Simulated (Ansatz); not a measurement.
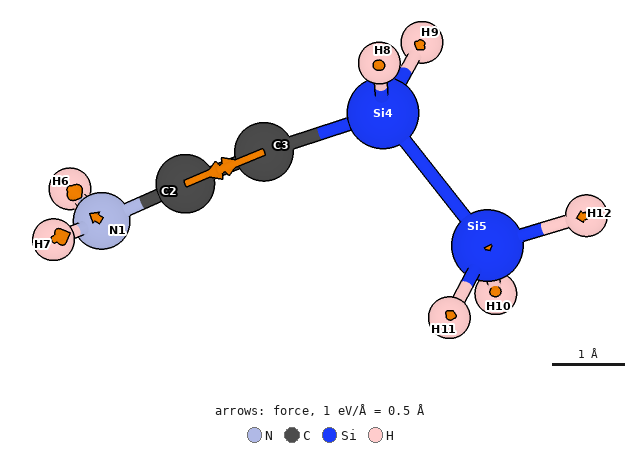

Starting geometry of C2H7NSi2 with the computed forces as orange arrows. Style: ball-and-stick. Shown from a free direction.

The start comes from PBE-D4/def2-SVP.

The calculation used RKS PBE0-D4/def2-TZVP in Ansatz. (force threshold 0.005 eV/Å; at most 150 steps)

**What follows when this structure is relaxed?**

It isn't relaxed: the largest force vector, on C3, is 1.91 eV/Å. The final displacements have little in common with the starting forces (cosine between the two patterns 0.19). The energy falls by 1.74 kcal/mol in 27 accepted moves (29 points after the start). The largest force component goes from 1.9 to 0.004 eV/Å. The line search rejected the trial steps at points 5, 7 of the run. H7 moves most after the best rigid fit: 0.99 Å. By element the largest moves are H 0.99 Å, N 0.16 Å, C 0.10 Å, Si 0.10 Å. Some distances before and after: C2–C3 1.238 → 1.214 Å, Si4–H8 1.509 → 1.489 Å, Si4–Si5 2.357 → 2.341 Å, C3–Si4 1.821 → 1.804 Å. Among the angles between lasting bonds that change: C3–Si4–Si5 110.3° → 108.1°. The run took 94 s on 4 threads of Arm Neoverse V2, with other jobs on the host.
